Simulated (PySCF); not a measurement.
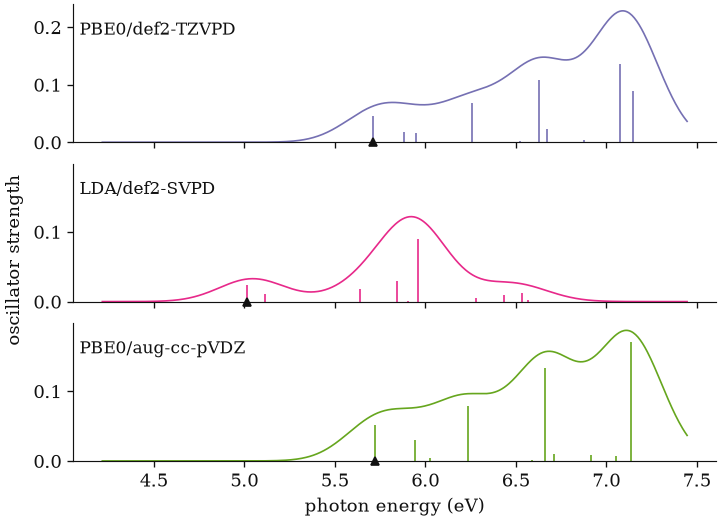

Vertical TDDFT spectra of CH₆AsNSi₂, SMILES N#C[SiH2][AsH][SiH3] at one geometry and several levels (PySCF 2.14.0, at a PBE0-D3(BJ)/def2-SVP geometry (no frequency check)); sticks with Gaussians of 1/e half-width 0.25 eV, the triangle marks S1, which has the same leading orbital pair at all these levels. Only the lowest states were computed, so the high end is incomplete.

### Order the levels by their S1 energy.

From lowest to highest: LDA/def2-SVPD 5.02 eV, PBE0/def2-TZVPD 5.71 eV, PBE0/aug-cc-pVDZ 5.72 eV; a spread of 0.71 eV.

Caveats, for all or some of the runs: core orbitals are frozen in the response; one conformer of a flexible molecule.
